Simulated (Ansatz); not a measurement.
# Calculations on BN₂H₄Cl

### Relaxation

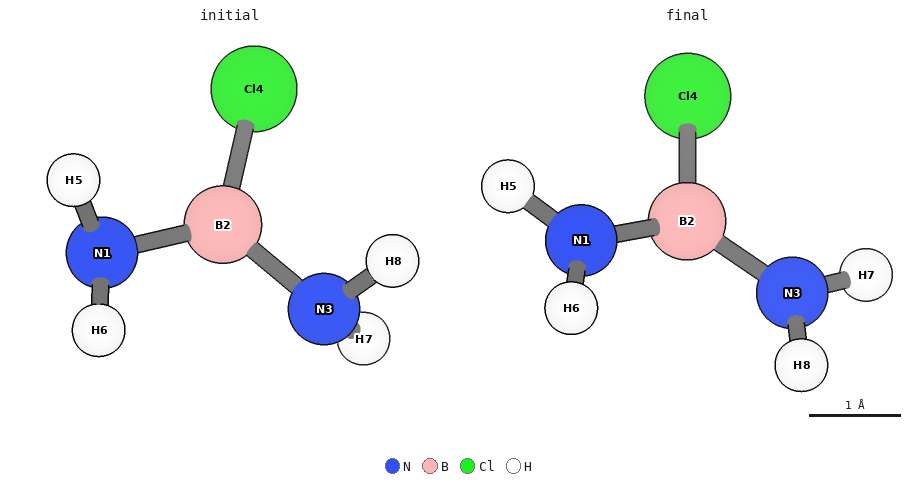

The structure of BN2H4Cl before (left) and after (right) a relaxation, at one scale.

Style: ball-and-stick. Shown at a tilt.

The run prepares an end point of a later path (torsion) calculation, from a guessed geometry.

All numbers below come from Ansatz, RKS PBE-D4/def2-SVP.

Input
```yaml
crystal:
  periodic: [false, false, false]
  atoms:
    - { symbol: "N", position_ang: [-0.5903, 1.2866, 0.0213] }
    - { symbol: B, position_ang: [-0.3069, -0.1389, -0.2177] }
    - { symbol: "N", position_ang: [0.6883, -0.8323, 0.6529] }
    - { symbol: Cl, position_ang: [-1.0815, -1.0632, -1.5617] }
    - { symbol: H, position_ang: [-0.3534, 1.8377, -0.8726] }
    - { symbol: H, position_ang: [-0.0321, 1.6987, 0.7826] }
    - { symbol: H, position_ang: [0.2678, -1.6487, 1.1102] }
    - { symbol: H, position_ang: [1.5002, -1.1971, 0.0292] }
basis:
  gaussian: { orbitals: def2-SVP }
hamiltonian:
  xc: pbe
  dispersion: d4
relax:
  f_tol: 0.015
  max_steps: 40
output:
  orbitals: {}
```

Launched with:
```bash
ansatz run input.yaml --threads 1 --pin off --max-ram 2048MiB --backend cpu --events-out ev --progress --plain --runs-dir out
```

Describe what moved and what it gained.

Over 10 geometry steps the energy falls by 1.089 eV. The largest force component goes from 2.3 to 0.004 eV/Å. The largest move after the best rigid fit is that of H8, 1.29 Å. By element the largest moves are H 1.29 Å, N 0.40 Å, Cl 0.33 Å, B 0.09 Å. Among the contacts that change: B2–N3 1.493 → 1.416 Å, N3–H8 1.087 → 1.018 Å, N1–H5 1.077 → 1.017 Å, N1–B2 1.473 → 1.416 Å. Bond angles that change, for instance: B2–N3–H8 108.6° → 124.0°, B2–N1–H5 108.6° → 121.6°, B2–N3–H7 110.9° → 121.6°. The run took 26 s on 1 thread of Intel(R) Xeon(R) Processor @ 2.70GHz (shared host), peak memory 0.13 GiB.

### Relaxation

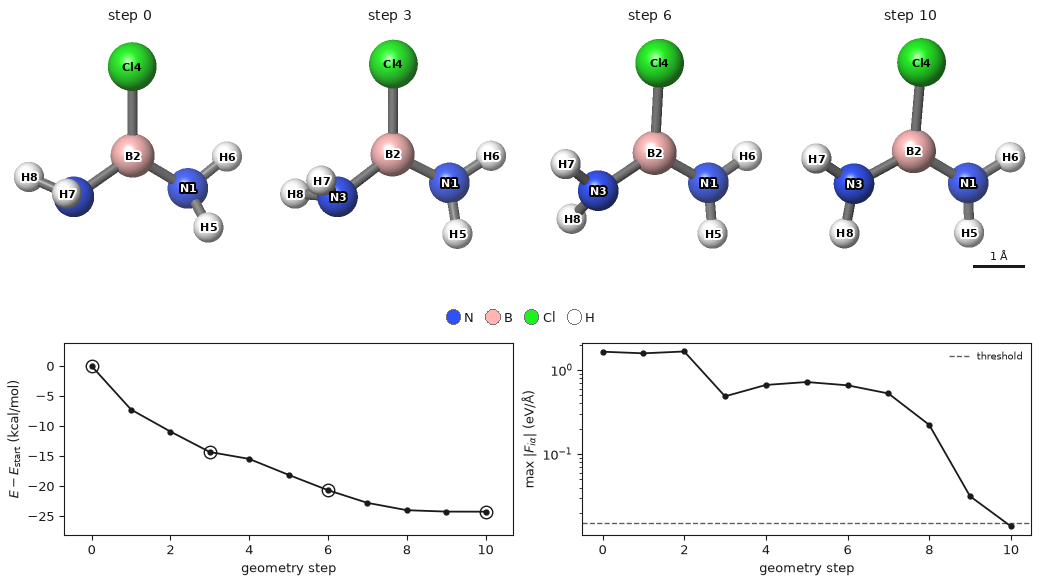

Frames of a relaxation of BN$_{2}$H$_{4}$Cl, marked on the history of the run. A ball-and-stick model, seen at a tilt.

The run prepares an end point of a later path (torsion) calculation, from a guessed geometry.

Method: Ansatz, RKS PBE-D4/def2-SVP. Set-up: no spin polarisation; force threshold 0.015 eV/Å; at most 40 steps.

### What happens along the run?

H8 moves most after the best rigid fit: 1.39 Å. Largest moves by element: H 1.39 Å, N 0.28 Å, Cl 0.24 Å, B 0.15 Å. Some distances before and after: B2–N3 1.493 → 1.416 Å, N3–H8 1.087 → 1.018 Å, N1–H5 1.077 → 1.018 Å, N1–B2 1.473 → 1.416 Å. Bond angles that change, for instance: B2–N1–H5 108.6° → 124.0°, B2–N3–H7 110.9° → 121.7°, B2–N1–H6 113.8° → 121.7°. The energy falls by 24.2 kcal/mol in 10 geometry steps. The largest force component goes from 1.7 to 0.014 eV/Å. The run took 24 s on 1 thread of Intel(R) Xeon(R) Processor @ 2.70GHz, with other jobs on the host, peak memory 0.13 GiB. From step 0 to 3: H5 moves most (0.49 Å), energy −14.3 kcal/mol. From step 3 to 6: H8 moves most (0.58 Å), energy −6.35 kcal/mol. From step 6 to 10: H8 moves most (0.52 Å), energy −3.58 kcal/mol.

```json
{"step": "0", "E − E(0), kcal/mol": "0.00", "largest force component, eV/Å": "1.6518"}
{"step": "1", "E − E(0), kcal/mol": "-7.24", "largest force component, eV/Å": "1.5805"}
{"step": "2", "E − E(0), kcal/mol": "-10.90", "largest force component, eV/Å": "1.6618"}
{"step": "3", "E − E(0), kcal/mol": "-14.31", "largest force component, eV/Å": "0.4863"}
{"step": "4", "E − E(0), kcal/mol": "-15.45", "largest force component, eV/Å": "0.6643"}
{"step": "5", "E − E(0), kcal/mol": "-18.11", "largest force component, eV/Å": "0.7197"}
{"step": "6", "E − E(0), kcal/mol": "-20.66", "largest force component, eV/Å": "0.6577"}
{"step": "7", "E − E(0), kcal/mol": "-22.77", "largest force component, eV/Å": "0.5263"}
{"step": "8", "E − E(0), kcal/mol": "-23.99", "largest force component, eV/Å": "0.2228"}
{"step": "9", "E − E(0), kcal/mol": "-24.22", "largest force component, eV/Å": "0.0315"}
{"step": "10", "E − E(0), kcal/mol": "-24.24", "largest force component, eV/Å": "0.0138"}
```

### Path

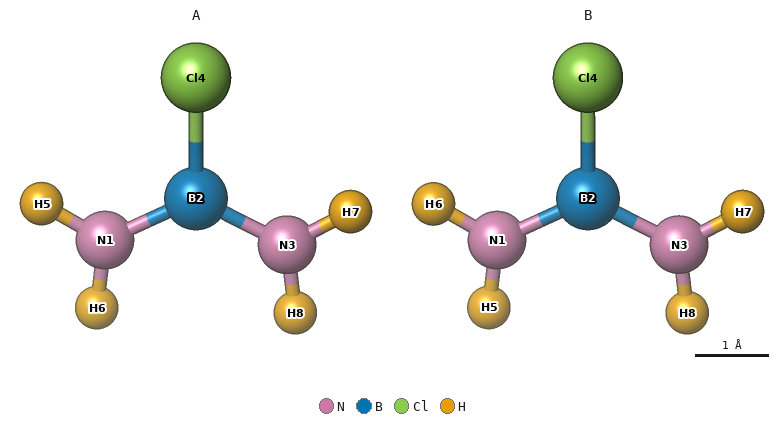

The two relaxed end points of a path for BN2H4Cl. A ball-and-stick model, seen from a free direction.

Theory: Ansatz 0.2.0, RKS PBE-D4/def2-SVP.

The input:
```yaml
crystal:
  periodic: [false, false, false]
  atoms:
    - { symbol: "N", position_ang: [-0.210196, 1.243985, -0.185096] }
    - { symbol: B, position_ang: [-0.247442, -0.170272, -0.247385] }
    - { symbol: "N", position_ang: [0.58745, -1.03469, 0.501644] }
    - { symbol: Cl, position_ang: [-1.448527, -0.926967, -1.363252] }
    - { symbol: H, position_ang: [-0.834734, 1.819326, -0.745032] }
    - { symbol: H, position_ang: [0.42687, 1.77098, 0.409372] }
    - { symbol: H, position_ang: [0.521037, -2.046151, 0.417027] }
    - { symbol: H, position_ang: [1.297642, -0.713412, 1.156923] }
basis:
  gaussian: { orbitals: def2-SVP }
hamiltonian:
  xc: pbe
  dispersion: d4
neb:
  order_check: false
  images: 5
  f_tol: 0.05
  max_iterations: 60
  initial_path: idpp
  final_atoms:
    - { symbol: "N", position_ang: [-0.21014463, 1.24356221, -0.18460852] }
    - { symbol: B, position_ang: [-0.24781017, -0.17047441, -0.24800098] }
    - { symbol: "N", position_ang: [0.5860715, -1.03445741, 0.50241447] }
    - { symbol: Cl, position_ang: [-1.44711921, -0.9272548, -1.36745676] }
    - { symbol: H, position_ang: [0.42385145, 1.76926425, 0.41412443] }
    - { symbol: H, position_ang: [-0.8305564, 1.82071008, -0.74747315] }
    - { symbol: H, position_ang: [0.52005871, -2.04621721, 0.41968304] }
    - { symbol: H, position_ang: [1.29774875, -0.71233371, 1.15551847] }
```

Command:
```bash
ansatz run input.yaml --threads 1 --pin off --max-ram 2048MiB --backend cpu --events-out ev --progress --plain --runs-dir out
```

What barrier does the band find between them, and by what path?

The barrier is about 10.0 kcal/mol in both directions, with image 3 at the top; the ends have the same energy. The motion is a rotation about the N1–B2 bond by about 180°. No bond forms or breaks between the ends. Among the angles between lasting bonds that change up to the highest image: B2–N1–H6 124.0° → 110.7°, B2–N1–H5 121.6° → 110.7°. The band converged in 7 iterations. The largest component of the band force went from 1.2 to 0.047 eV/Å. The climbing image converged on the top of the path. Its vibrational analysis gives one imaginary mode (319i cm⁻¹), as a transition state must have.

Energies of the converged images:

```json
{"image": "0", "path (Å)": "0.00", "E (kcal/mol)": "0.0"}
{"image": "1", "path (Å)": "0.61", "E (kcal/mol)": "2.5"}
{"image": "2", "path (Å)": "1.22", "E (kcal/mol)": "7.7"}
{"image": "3", "path (Å)": "1.83", "E (kcal/mol)": "10.0"}
{"image": "4", "path (Å)": "2.44", "E (kcal/mol)": "7.8"}
{"image": "5", "path (Å)": "3.05", "E (kcal/mol)": "2.5"}
{"image": "6", "path (Å)": "3.66", "E (kcal/mol)": "0.0"}
```

The geometry at the top of the path:

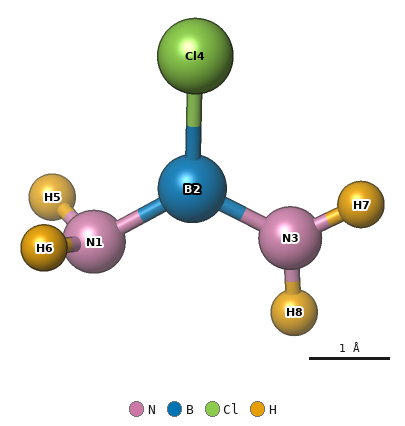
